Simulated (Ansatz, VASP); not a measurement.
## TiGe: VASP beside Ansatz

Wanted: the spread between two codes on one cell, functional and k mesh. The cell is invented: As first built, before any earlier steps moved the atoms (in the runner's words): it takes the ZrTi structure with some of its atoms replaced by other elements, volume scaled by an estimate. It may not be a known or stable phase. The cell is taken from a series of VASP runs on this material, whose earlier steps may have relaxed, scaled or displaced it; both programs get it as it stands. Valence electrons are named where the data sets of a main pair hold unlike numbers.

Method: plane waves, with VASP 6.6.1 beside it; band structure at PBE, band structure at LDA and band structure at r2SCAN, in Ansatz 0.2.0.

**1. The starting structure**

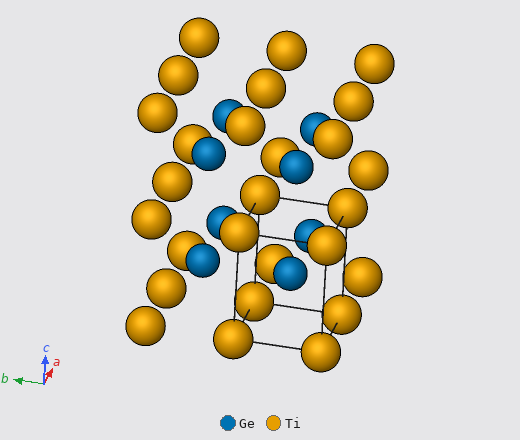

The starting structure, seen from a free direction (germanium blue, titanium orange). 2×2×2 cells are drawn. Some periodic images of atoms are drawn too.

**2. Ansatz: band structure, PBE**

Ansatz runs on its default PAW (the set named soft_2) files.

A single point gives forces, pressure and levels at one fixed geometry, so differences don't come from the geometry; what else differs is listed under the comparison.

input.yaml reads:

```yaml
crystal:
  lattice:
    - [2.8938546256, 0.0, 0.0]
    - [0.0, 2.8938546256, 0.0]
    - [0.0, 0.0, 3.8087727035]
  atoms:
    - { symbol: Ge, position: [0.5, 0.5, 0.5] }
    - { symbol: Ti, position: [0.0, 0.0, 0.0] }
hamiltonian:
  xc: pbe
  pseudopotentials: { kind: paw }
kpoints:
  mp_grid: { grid: [5, 5, 4] }
  band_path:
    path:
      - [0.0, 0.0, 0.0]
      - [0.0, 0.13333, 0.0]
      - [0.0, 0.3, 0.0]
      - [0.0, 0.46667, 0.0]
      - [0.1, 0.5, 0.0]
      - [0.26667, 0.5, 0.0]
      - [0.43333, 0.5, 0.0]
      - [0.43333, 0.43333, 0.0]
      - [0.26667, 0.26667, 0.0]
      - [0.1, 0.1, 0.0]
      - [0.0, 0.0, 0.03333]
      - [0.0, 0.0, 0.2]
      - [0.0, 0.0, 0.36667]
      - [0.0, 0.0, 0.5]
      - [0.0, 0.16667, 0.5]
      - [0.0, 0.3, 0.5]
      - [0.0, 0.46667, 0.5]
      - [0.1, 0.5, 0.5]
      - [0.26667, 0.5, 0.5]
      - [0.43333, 0.5, 0.5]
      - [0.43333, 0.43333, 0.5]
      - [0.26667, 0.26667, 0.5]
      - [0.1, 0.1, 0.5]
      - [0.0, 0.5, 0.03333]
      - [0.0, 0.5, 0.2]
      - [0.0, 0.5, 0.36667]
      - [0.5, 0.5, 0.0]
      - [0.5, 0.5, 0.16667]
      - [0.5, 0.5, 0.33333]
      - [0.5, 0.5, 0.5]
    npoints: 1
scf:
  occupations: { method: gaussian, width: 0.02 }
  n_extra_bands: 7
output:
  forces: true
  stress: true
  eigenvalues: true
  write_density: true
  write_potential: true
  elf: true
  volumetric_format: npy
```

Started as:

```
> ansatz run input.yaml --threads 2 --pin off --max-ram 4608MiB --backend cpu --events-out ev --progress --plain --runs-dir out
```

Numbers of over 12 decimals in the logs are rounded to 6 here.

The program printed:

```text
scf.n_extra_bands = 7 over 13 filled bands (N_el = 26.0): the run solves 20 bands
Engine: ansatz 0.2.0, x86_64-unknown-linux-gnu
Pseudopotentials: kind: paw
Pseudopotential: Ge, paw, valence charge 14, recommended cutoff 420 eV (normal), Ge.paw.azcp
Pseudopotential: Ti, paw, valence charge 12, recommended cutoff 420 eV (normal), Ti.paw.azcp
Functional definition: PBE
  parameter kappa = 0.804
  parameter beta = 0.066725
  exchange = pbe_x(kappa = kappa, mu = beta*pi^2/3)
  correlation = pbe_c(beta = beta)
Crystal: 2 atoms, lattice volume = 31.896 Å³
Basis set: ecut = 420 eV, 625 PW (Γ), exchange–correlation on 40×40×54 points (8 copies of the dense FFT grid, shifted against one another)
Bands: 20, of which v1, the nominal top of the filled ones, is band 13 counted from 1 (12 counted from 0)
Symmetry: 16 space group operations
Space group: P4/mmm (ITA 123), of the structure as read, at distance tolerance 3.2e-5 Å
k-points: 18 of 100
Non-local potential: Ge, projectors of the file, l = 0: 2, l = 1: 2, l = 2: 3, l = 3: 1
Non-local potential: Ti, projectors of the file, l = 0: 3, l = 1: 2, l = 2: 3, l = 3: 1
PAW form: soft (Blöchl's): semilocal exchange-correlation on the pseudo side does not see the compensation charge
PAW one-centre angular grid: Ge, 590 points (default); XC on 64 Gauss nodes
PAW one-centre angular grid: Ti, 590 points (default); XC on 64 Gauss nodes
Initial density: superposition of atomic densities (neutral atoms: chi_scale 0, normalization atom), corrected by the library's trained network
Initial wavefunctions: pseudopotential atomic-orbital guess
Functional: x = pbe(κ = 0.804, μ = 0.219515), c = pbe(β = 0.066725)
SCF iter   1: F=—  HF=-6795.444392 eV  |F-HF|=—  |Δ(HF+E_count)|=         —  Δρ=5.17e-3  dr2=1.21e-2  ethr=1.77e-3  ⟨swp⟩=5.6  Hψ=1450  notcnv=0
preconditioner: auto → none  [insulator: Δε(μ)=0.071 eV  Ē_g=19.669 eV  σ=0.020 eV  W_gap=0.94  n_scr=6 (ndim 8)  ℏωp=27.9 eV  f_vac=0.000  D(μ)=2.79/eV (n_scr^D=36)  ε∞_Penn≈3.0]
SCF iter   2: F=—  HF=-6795.440794 eV  |F-HF|=—  |Δ(HF+E_count)|=   3.60e-3  Δρ=1.93e-3  dr2=6.26e-4  ethr=4.64e-5  ⟨swp⟩=2.0  Hψ=603  notcnv=0  defer=37
SCF iter   3: F=—  HF=-6795.440906 eV  |F-HF|=—  |Δ(HF+E_count)|=   1.12e-4  Δρ=7.32e-4  dr2=5.86e-5  ethr=2.41e-6  ⟨swp⟩=1.8  Hψ=350  notcnv=0  defer=37
SCF iter   4: F=—  HF=-6795.440928 eV  |F-HF|=—  |Δ(HF+E_count)|=   2.23e-5  Δρ=9.83e-5  dr2=1.30e-6  ethr=2.25e-7  ⟨swp⟩=2.9  Hψ=543  notcnv=0  defer=37
SCF iter   5: F=—  HF=-6795.440928 eV  |F-HF|=—  |Δ(HF+E_count)|=   4.99e-7  Δρ=2.06e-5  dr2=8.27e-8  ethr=5.02e-9  ⟨swp⟩=2.0  Hψ=472  notcnv=0  defer=37
SCF iter   6: F=-6795.440928 eV  HF=-6795.440928 eV  |F-HF|=6.91e-11  |Δ(HF+E_count)|=   1.16e-8  Δρ=5.17e-6  dr2=4.52e-9  ethr=3.18e-10  ⟨swp⟩=9.8  Hψ=1897  notcnv=0
SCF 1 converged in 6 iterations: F = -6795.440928 eV  dr2 = 4.52e-9
  greatest PAW one-centre occupation: 0.999 electrons in one spin orbital (limit 2), on the Ti atom at site 1 (counted from 0), in its partial waves of l = 0
NSCF: frozen V_eff on 30 k-points
SCF converged after 6 iterations
Free energy (F): -6795.440928 eV
Harris-Foulkes:  -6795.440928 eV  (|F-HF|=6.91e-11)
Internal energy: -6795.440091 eV  (E = F + TS)
E sigma→0 (E₀):  -6795.440510 eV
Entropy (-TS):   -0.000836 eV (-0.418 meV/atom)
Fermi energy:    14.524988 eV
--- Per-component energies (eV) ---
  E_band       = -216.190174
  E_kinetic    = 386.319901
  E_local      = -2774.908018  (includes V_loc(G=0)·N_el)
  E_nonlocal   = 427.345099
  E_hartree    = 1208.947120
  E_xc         = -174.457222
  E_vxc        = -188.525290  (∫ρ·V_xc dr)
  E_paw        = -3067.881767  (= ΣΔE_a)
  E_vpaw       = -484.316106  (= ΣTr[D̂ρ^β])
  E_aug_tail   = 0.000411  (compensation charges beyond the density's cutoff)
  E_ewald      = -2800.805616
  E_smearing   = -0.000836  (= −TS)
  E_closure    = -0.000000  (closes the sum)
  Σ components = -6795.440928   (vs F -6795.440928, Δ=0.00e0)
--- Forces (eV/Å), atoms counted from 1 ---
  atom   1  Ge    -0.00000000     0.00000000     0.00000000
  atom   2  Ti     0.00000000     0.00000000     0.00000000
  max |Σ_I F_I| component: 3.16e-30 eV/Å
--- Stress (GPa, compression-positive) ---
       -0.326190       0.000000       0.000000
        0.000000      -0.326190       0.000000
        0.000000       0.000000       0.636688
  P = ⅓ Tr σ = -0.0052 GPa (-0.052 kbar)
--- Band table (eV; the first three rows and the last of 18) ---
  k-point 0: bands = [... 9 lower, 2.2138, 12.4475, 12.9781, 13.2759, 16.2012, 16.2012, 17.2058, 19.0363, ... 3 higher]
  k-point 1: bands = [... 9 lower, 2.7276, 9.7279, 13.3705, 14.5386, 15.5333, 15.5333, 17.2118, 20.4140, ... 3 higher]
  k-point 2: bands = [... 9 lower, 3.4402, 8.0193, 13.4704, 15.0916, 15.0916, 15.1394, 17.2178, 21.9527, ... 3 higher]
  k-point 17: bands = [... 9 lower, 7.6988, 10.5734, 10.8446, 12.3932, 16.2897, 16.5309, 16.6179, 16.8907, ... 3 higher]
```

It took 1.4 s on 2 threads of Intel Xeon Platinum 8488C (Sapphire Rapids), shared host; peak memory 0.35 GiB; 1.4 s of CPU time.

Reading the cycles: dr2 is the Hartree energy of the density residual (eV), the measure of convergence; HF is the Harris–Foulkes estimate of the energy, which meets the free energy F at convergence.

**3. VASP: band structure, PBE**

The same cell, functional, mesh and smearing now go to VASP, with its own data sets.

Lines of VASP's logs that name or quote its potential files are left out, and so is its time.

INCAR reads:

```
SYSTEM = TiGe
PREC = Accurate
ENCUT = 410
EDIFF = 1E-06
NELM = 100
ISMEAR = 0
SIGMA = 0.02
LREAL = .FALSE.
ALGO = Normal
GGA = PE
NBANDS = 25
LORBIT = 11
LWAVE = .FALSE.
LCHARG = .FALSE.
KPAR = 4
```

POSCAR reads:

```
TiGe
1.0
    2.8938546256      0.0000000000      0.0000000000
    0.0000000000      2.8938546256      0.0000000000
    0.0000000000      0.0000000000      3.8087727035
Ge Ti
1 1
Direct
    0.5000000000      0.5000000000      0.5000000000
    0.0000000000      0.0000000000      0.0000000000
```

KPOINTS reads:

```
Automatic mesh
0
Gamma
5 5 4
0 0 0
```

KPOINTS_OPT reads:

```
Line mode
16
Line-mode
Reciprocal
  0.00000000   0.00000000   0.00000000 GAMMA
  0.00000000   0.50000000   0.00000000 X

  0.00000000   0.50000000   0.00000000 X
  0.50000000   0.50000000   0.00000000 M

  0.50000000   0.50000000   0.00000000 M
  0.00000000   0.00000000   0.00000000 GAMMA

  0.00000000   0.00000000   0.00000000 GAMMA
  0.00000000   0.00000000   0.50000000 Z

  0.00000000   0.00000000   0.50000000 Z
  0.00000000   0.50000000   0.50000000 R

  0.00000000   0.50000000   0.50000000 R
  0.50000000   0.50000000   0.50000000 A

  0.50000000   0.50000000   0.50000000 A
  0.00000000   0.00000000   0.50000000 Z

  0.00000000   0.50000000   0.00000000 X
  0.00000000   0.50000000   0.50000000 R

  0.50000000   0.50000000   0.00000000 M
  0.50000000   0.50000000   0.50000000 A
```

Potentials, in the order of the species: Ge_d and Ti_sv (PBE family, release 64).

Started as:

```
> mpirun -np 4 vasp_std
```

The program printed:

```text
[banner, memory and clock lines left out]
running    4 mpi-ranks, on    1 nodes
 distrk:  each k-point on    1 cores,    4 groups
 distr:  one band on    1 cores,    1 groups

 POSCAR found type information on POSCAR GeTi
 POSCAR found :  2 types and       2 ions
 LDA part: xc-table for (Slater+PW92), standard interpolation
 POSCAR, INCAR and KPOINTS ok, starting setup
 FFT: planning ... GRIDC
 FFT: planning ... GRID_SOFT
 FFT: planning ... GRID
 WAVECAR not read
 entering main loop
       N       E                     dE             d eps       ncg     rms          rms(c)
DAV:   1     0.185425375128E+03    0.18543E+03   -0.10603E+04  1133   0.216E+03
DAV:   2     0.525809844351E+01   -0.18017E+03   -0.17131E+03   940   0.422E+02
DAV:   3    -0.140582167139E+02   -0.19316E+02   -0.19077E+02   997   0.104E+02
DAV:   4    -0.146361229513E+02   -0.57791E+00   -0.57673E+00  1024   0.185E+01
DAV:   5    -0.146507177234E+02   -0.14595E-01   -0.14592E-01  1094   0.274E+00    0.997E+00
DAV:   6    -0.134328935904E+02    0.12178E+01   -0.83028E+00  1033   0.198E+01    0.370E+00
DAV:   7    -0.131542851011E+02    0.27861E+00   -0.91594E-01  1094   0.870E+00    0.222E+00
DAV:   8    -0.131395808368E+02    0.14704E-01   -0.17930E-01  1262   0.363E+00    0.694E-01
DAV:   9    -0.131308167360E+02    0.87641E-02   -0.23640E-02  1147   0.164E+00    0.270E-01
DAV:  10    -0.131310897594E+02   -0.27302E-03   -0.21419E-03  1183   0.565E-01    0.604E-02
DAV:  11    -0.131310615195E+02    0.28240E-04   -0.35659E-04  1164   0.234E-01    0.358E-02
DAV:  12    -0.131310559118E+02    0.56077E-05   -0.19021E-05  1007   0.303E-02    0.990E-03
DAV:  13    -0.131310553556E+02    0.55620E-06   -0.11103E-06   796   0.805E-03
   1 F= -.13131055E+02 E0= -.13130592E+02  d E =-.925880E-03
 Start KPOINTS_OPT (optional k-point list driver)
k-point batch [1-18\144]
       N       E                     dE             ncg
DAV:   1    -0.272540808630E+04   -0.10248E+05     1085
DAV:   2    -0.603243197737E+04   -0.33070E+04      908
DAV:   3    -0.637884538105E+04   -0.34641E+03     1033
DAV:   4    -0.638818889858E+04   -0.93435E+01     1041
DAV:   5    -0.638839206845E+04   -0.20317E+00     1111
DAV:   6    -0.638839699144E+04   -0.49230E-02     1059
DAV:   7    -0.638839719292E+04   -0.20148E-03     1118
DAV:   8    -0.638839720077E+04   -0.78530E-05      987
DAV:   9    -0.638839720112E+04   -0.35208E-06      709
[...]
k-point batch [127-144\144]
       N       E                     dE             ncg
DAV:   1    -0.275392887805E+04   -0.23144E+05     1097
DAV:   2    -0.598547131456E+04   -0.32315E+04      911
DAV:   3    -0.631404257940E+04   -0.32857E+03      991
DAV:   4    -0.632270099866E+04   -0.86584E+01     1058
DAV:   5    -0.632287977859E+04   -0.17878E+00     1037
DAV:   6    -0.632288414849E+04   -0.43699E-02     1042
DAV:   7    -0.632288432656E+04   -0.17807E-03     1068
DAV:   8    -0.632288433276E+04   -0.61961E-05      855
DAV:   9    -0.632288433309E+04   -0.32948E-06      647
```

OUTCAR, selected parts (step 3):

```text
ion  position               nearest neighbor table
   1  0.500  0.500  0.500-   2 2.80   2 2.80   2 2.80   2 2.80   2 2.80   2 2.80   2 2.80   2 2.80

  LATTYP: Found a simple tetragonal cell.
 ALAT       =     2.8938546256
 C/A-ratio  =     1.3161589631

 Subroutine GETGRP returns: Found 16 space group operations
 (whereof 16 operations were pure point group operations)

The static configuration has the point symmetry D_4h.

 Found     18 irreducible k-points:

   k-points           NKPTS =     18   k-points in BZ     NKDIM =     18   number of bands    NBANDS=     25

   dimension x,y,z NGX =    20 NGY =   20 NGZ =   28
   dimension x,y,z NGXF=    40 NGYF=   40 NGZF=   56

   ENCUT  =  410.0 eV  30.13 Ry    5.49 a.u.   4.78  4.78  6.29*2*pi/ulx,y,z

   NELECT =      26.0000    total number of electrons

 k-points in reciprocal lattice and weights: Automatic mesh
   0.00000000  0.00000000  0.00000000       0.010
   0.20000000  0.00000000  0.00000000       0.040
   0.40000000  0.00000000  0.00000000       0.040
   0.20000000  0.20000000  0.00000000       0.040
   0.40000000  0.20000000  0.00000000       0.080
   0.40000000  0.40000000  0.00000000       0.040
   0.00000000  0.00000000  0.25000000       0.020
   0.20000000  0.00000000  0.25000000       0.080
   0.40000000  0.00000000  0.25000000       0.080
[...]
0.40000000  0.20000000  0.50000000       0.080
   0.40000000  0.40000000  0.50000000       0.040

 average (electrostatic) potential at core
       1 -70.1121       2 -71.7252

 E-fermi :   9.2656

 k-point     1 :       0.0000    0.0000    0.0000
  band No.  band energies     occupation
    ...
      9     -15.4054      2.00000
     10      -3.0413      2.00000
     11       7.1881      2.00000
     12       7.7178      2.00000
     13       8.0218      2.00000
     14      10.9302      0.00000
     15      10.9302      0.00000
     16      11.9255      0.00000
     17      13.7758      0.00000
     18      13.7758      0.00000
    ...

 k-point     2 :       0.2000    0.0000    0.0000
  band No.  band energies     occupation
    ...
      9     -15.4034      2.00000
     10      -2.3218      2.00000
     11       7.2854      2.00000
     12       7.2884      2.00000
     13       7.8039      2.00000
     14      11.0166      0.00000
     15      11.0793      0.00000
     16      11.1231      0.00000
     17      11.7672      0.00000
     18      14.9876      0.00000
    ...

 k-point     3 :       0.4000    0.0000    0.0000
  band No.  band energies     occupation
    ...
      9     -15.3717      2.00000
     10      -0.3608      2.00000
     11       3.9021      2.00000
     12       6.7004      2.00000
     13       8.4284      2.00000
     14      10.2332      0.00000
     15      11.1610      0.00000
     16      12.2090      0.00000
     17      13.9910      0.00000
     18      14.6953      0.00000
    ...

  Total       -0.1681616     -0.1681616      0.0471179      0.0000000     -0.0000000      0.0000000
  in kB       -8.4469294     -8.4469294      2.3667791      0.0000000     -0.0000000      0.0000000
  external PRESSURE =      -4.8423599 kB  Pullay stress =       0.0000000 kB

  energy-cutoff  :      410.00
  volume of cell :       31.90
      direct lattice vectors                 reciprocal lattice vectors
     2.893854626  0.000000000  0.000000000     0.345559860  0.000000000  0.000000000
     0.000000000  2.893854626  0.000000000     0.000000000  0.345559860  0.000000000
     0.000000000  0.000000000  3.808772703     0.000000000  0.000000000  0.262551766

 POSITION                                       TOTAL-FORCE (eV/Angst)
 -----------------------------------------------------------------------------------
      1.44693      1.44693      1.90439         0.000000      0.000000      0.000000
      0.00000      0.00000      0.00000         0.000000      0.000000      0.000000
 -----------------------------------------------------------------------------------
    total drift:                               -0.000000      0.000000      0.000000

  FREE ENERGIE OF THE ION-ELECTRON SYSTEM (eV)
  ---------------------------------------------------
  free  energy   TOTEN  =       -13.1310553556 eV

  energy  without entropy=      -13.1301294753  energy(sigma->0) =      -13.13059242

 total charge
# of ion       s       p       d       tot
------------------------------------------
    1        1.140   1.225  10.044  12.409
    2        2.175   6.105   2.006  10.286
--------------------------------------------------
tot          3.316   7.330  12.050  22.695

[... 3 further parts left out ...]
```

Spin-orbit coupling is off here; it would split degenerate levels.

**4. Differences**

Known differences besides the potentials themselves: the cutoff is 420 eV in Ansatz and 410 eV in VASP; VASP leaves aspherical gradient terms in its spheres out (LASPH is not set), Ansatz keeps them. Total energies have different zeros and are not compared.

The two programs side by side:

| quantity | Ansatz | VASP | difference |
| --- | --- | --- | --- |
| pressure (GPa) | -0.01 | -0.48 | +0.48 |

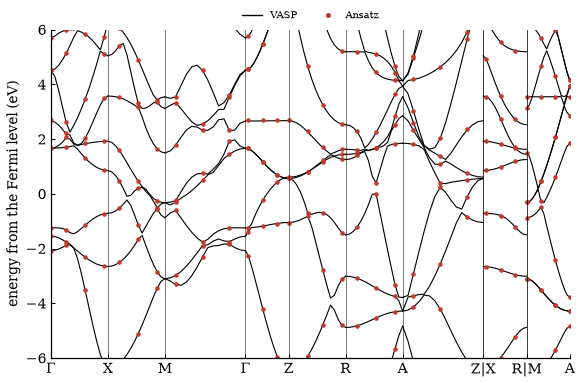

Bands from VASP (lines) and levels from Ansatz (dots). Dots without a line are higher empty bands that the VASP plot leaves out.

Levels from 3 eV below to 2 eV above the Fermi level differ by 7 meV r.m.s. and 15 meV at most; each VASP level is matched to the nearest of Ansatz, which flatters the figure a little.

**5. VASP: band structure, LDA**

With cell and atoms fixed, the geometry can't cause a difference; cores, projectors, grids and the points listed under the comparison can.

Changes to INCAR since step 3:

```diff
@@ -9,3 +9,3 @@
 ALGO = Normal
-GGA = PE
+GGA = CA
 NBANDS = 25
```

POSCAR is that of step 3.

KPOINTS is that of step 3.

KPOINTS_OPT is that of step 3.

Started as:

```
> mpirun -np 4 vasp_std
```

The program printed:

```text
[banner, memory and clock lines left out]
running    4 mpi-ranks, on    1 nodes
[...]
|                                                                             |
|               ----> ADVICE to this user running VASP <----                  |
|                                                                             |
|     You enforced a specific xc type in the INCAR file but a different       |
|     [... a line on the potential file left out ...]
|     I HOPE YOU KNOW WHAT YOU ARE DOING!                                     |
|                                                                             |

 LDA part: xc-table for (Slater(with rela. corr.)+CA(PZ))
 , standard interpolation
 POSCAR, INCAR and KPOINTS ok, starting setup
[...]
entering main loop
       N       E                     dE             d eps       ncg     rms          rms(c)
DAV:   1     0.183459886761E+03    0.18346E+03   -0.10575E+04  1133   0.215E+03
DAV:   2     0.350090943898E+01   -0.17996E+03   -0.17136E+03   940   0.421E+02
[...]
1 F= -.14725518E+02 E0= -.14724899E+02  d E =-.123815E-02
 Start KPOINTS_OPT (optional k-point list driver)
k-point batch [1-18\144]
       N       E                     dE             ncg
DAV:   1    -0.280521735456E+04   -0.10328E+05     1077
DAV:   2    -0.610802762443E+04   -0.33028E+04      908
DAV:   3    -0.645290049095E+04   -0.34487E+03     1025
DAV:   4    -0.646227665226E+04   -0.93762E+01     1050
DAV:   5    -0.646248199635E+04   -0.20534E+00     1103
DAV:   6    -0.646248695125E+04   -0.49549E-02     1075
DAV:   7    -0.646248715335E+04   -0.20209E-03     1095
DAV:   8    -0.646248716127E+04   -0.79248E-05      987
DAV:   9    -0.646248716165E+04   -0.37611E-06      719
[...]
k-point batch [127-144\144]
       N       E                     dE             ncg
DAV:   1    -0.282949722080E+04   -0.23219E+05     1097
DAV:   2    -0.606117055239E+04   -0.32317E+04      911
DAV:   3    -0.639038367566E+04   -0.32921E+03      990
DAV:   4    -0.639938804532E+04   -0.90044E+01     1082
DAV:   5    -0.639956762388E+04   -0.17958E+00     1029
DAV:   6    -0.639957169783E+04   -0.40740E-02     1065
DAV:   7    -0.639957185319E+04   -0.15535E-03     1061
DAV:   8    -0.639957185814E+04   -0.49467E-05      876
DAV:   9    -0.639957185839E+04   -0.25282E-06      602
```

Parts of OUTCAR (step 5):

```text
  Total       -1.8555865     -1.8555865     -1.5581590      0.0000000     -0.0000000      0.0000000
  in kB      -93.2080243    -93.2080243    -78.2679340      0.0000000     -0.0000000      0.0000000
  external PRESSURE =     -88.2279942 kB  Pullay stress =       0.0000000 kB

  FREE ENERGIE OF THE ION-ELECTRON SYSTEM (eV)
  ---------------------------------------------------
  free  energy   TOTEN  =       -14.7255182112 eV

  energy  without entropy=      -14.7242800563  energy(sigma->0) =      -14.72489913

[... 3 parts as in an earlier step ...]

[... 1 further part left out ...]
[key lines of the parts left out:]
E-fermi :   8.9327
```

The PAW data sets were made with PBE, though LDA sets exist; pressures can shift by 1 GPa and more with it. At this level the cell is under a tension of 8.8 GPa, so at these settings it is away from equilibrium.

(Part 1 of 2 ends here.)

[Lines on the potential files, build, host, timing and source positions are cut from VASP's logs without a mark.]

[Logs are printed without paths, hosts, clocks, repeated set-up lines and the standing remarks that a program may print on its own settings, such as how far it seeks lower states.]

[Hosts, paths, dates, database ids (printed as entryN), source tags and the programs' standing remarks are cut or masked in the printed files.]
